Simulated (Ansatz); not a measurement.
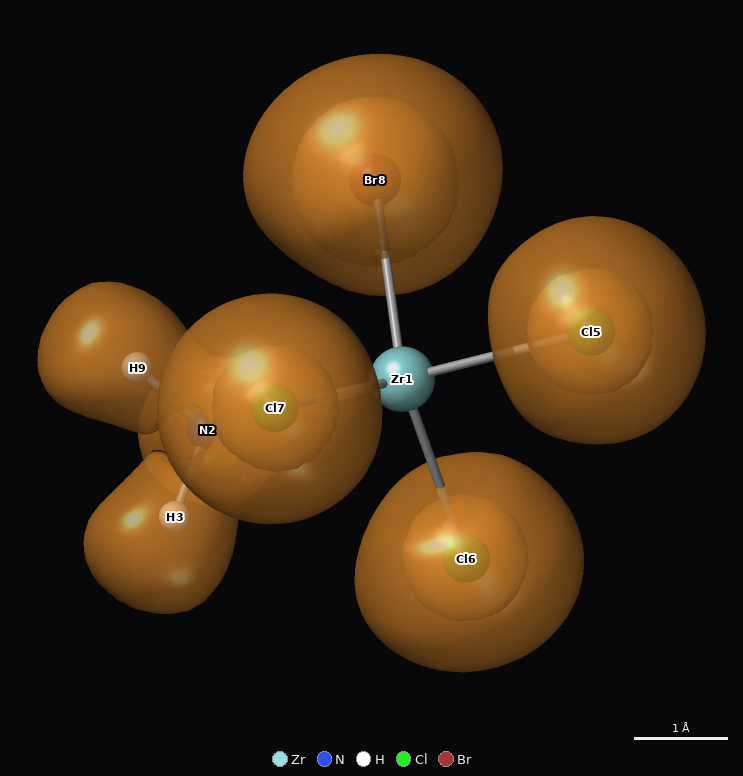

Figure. BrCl3H3NZr. Isosurface of the electron localisation function at 0.75 (orange), seen at a tilt. Core shells and regions of very low density are left out.

Core potentials replace the inner electrons of Zr.

Method: Ansatz 0.2.0, RKS PBE/def2-SVP.

```xyz
9

Zr    0.6271   -0.3310    0.0380
N    -0.2388   -0.4556    2.3196
H    -1.1859   -0.0564    2.3961
H     0.3532    0.0577    2.9888
Cl    1.4529   -0.1971   -2.1689
Cl    0.3125    1.9818    0.4556
Cl   -1.3010   -1.6505   -0.3633
Br    2.6105   -1.4622    1.1280
H    -0.2976   -1.4251    2.6637
```

What do the ELF domains correspond to?

At this value the surface marks out one region wrapped around Br (its valence shell), three regions wrapped around Cl (the valence shell of each) and one joined region spread over several atoms (H, N), in which their bonds and any lone pairs are merged.

Values along the shortest contacts:
Zr–Cl (2.36 Å): the ELF peaks at about 0.85 in the valence shell of Cl, 0.8 Å from its nucleus, and is about 0.30 at the midpoint. Zr–N (2.44 Å): the ELF peaks at about 0.95 in the valence shell of N, 0.7 Å from its nucleus, and is about 0.20 at the midpoint.
